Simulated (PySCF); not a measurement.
Si(Cl)2(H)(nBu), SMILES CCCC[SiH](Cl)Cl at its GFN2-xTB optimised geometry (Å):

```
17

Si    -0.4154    -0.9595     0.0000
Cl    -1.0425     0.9595     0.0000
Cl    -1.0450    -1.8654    -1.6946
C     -1.1476    -1.8668     1.5028
C     -0.7541    -1.2463     2.8445
C     -1.3694    -2.0007     4.0212
C     -0.9727    -1.3848     5.3571
H      1.0425    -0.9595     0.0000
H     -2.2391    -1.8805     1.4319
H     -0.8300    -2.9116     1.4923
H      0.3333    -1.2515     2.9446
H     -1.0816    -0.2053     2.8755
H     -2.4577    -1.9907     3.9263
H     -1.0441    -3.0433     3.9909
H     -1.4222    -1.9346     6.1805
H      0.1080    -1.4046     5.4802
H     -1.3040    -0.3503     5.4130
```

Calculation: CAM-B3LYP/def2-SVP in PySCF. Cells within 0.4 Å of a nucleus heavier than hydrogen are left out (blank, or x).

Map of the log10 of the electron density (e/bohr³), floored at −4 on the plane z = 0.0 Å:

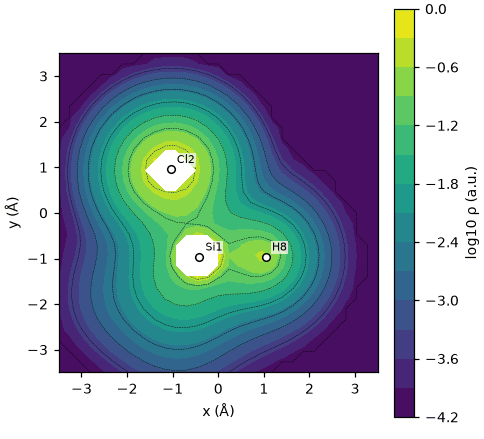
Fig. 1. Log10 of the electron density (e/bohr³), floored at −4 on the plane z = 0.0 Å.
